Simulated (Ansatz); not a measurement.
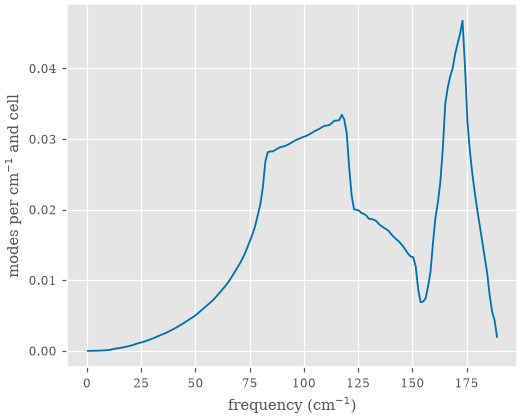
Figure: Phonon density of states of Ag (fcc (Cu type), Fm-3m), 1 atoms a cell, DFT-LDA in the program Ansatz with PAW potentials

Estimate the mean frequency and the zero-point energy.

The mean is about 120 cm⁻¹, and (3/2)ħ⟨ω⟩ gives 22.6 meV/atom.

What share of the Dulong–Petit heat capacity is reached at 100 K and at 300 K?

77 % and 97 %.

The cell keeps a stress of up to 0.2 GPa. The cell was relaxed with LDA under the symmetry of its start. The run is not spin-polarised. As this level gives no gap, phonon frequencies hold no LO–TO term and depend on the k-mesh and smearing (Fermi–Dirac, 0.1 eV here). Scalar-relativistic: spin–orbit coupling is off unless named, which matters more the heavier the elements.

Potentials: the earlier of the program's two PAW sets. The files were generated under PBE; for other functionals the program regenerates the frozen cores, and for LDA and PBEsol the local potential too.
